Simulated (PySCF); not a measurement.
Molecule: SMILES COC[SiH2][SeH] (C2H8OSeSi). Atoms near the plane z = 0.6 Å, at the GFN2-xTB optimised geometry (x, y, z in Å): C1 (1.5, -0.9, 1.2), O2 (0.9, -1.2, 0.0), C3 (-0.5, -1.2, 0.0), Si4 (-1.3, 0.6, 0.0), H7 (2.5, -0.9, 1.1), H8 (1.2, 0.1, 1.6), H10 (-0.9, -1.8, 0.8), H12 (-1.4, 1.1, 1.4).

Computed with PBE/def2-TZVP run with PySCF. The values are rescaled to run from 0 to 1.

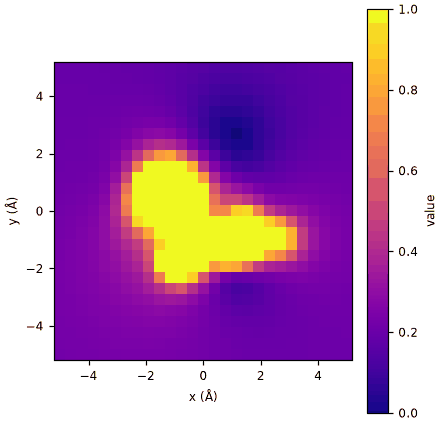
a field on the plane z = 0.6 Å.

Which quantity is mapped?
A. an orbital amplitude
B. electron localisation function
C. electrostatic potential
D. deformation density (molecule minus spherical neutral atoms)

C, electrostatic potential. In full: electrostatic potential (hartree/e), clipped to [-0.08, 0.12].
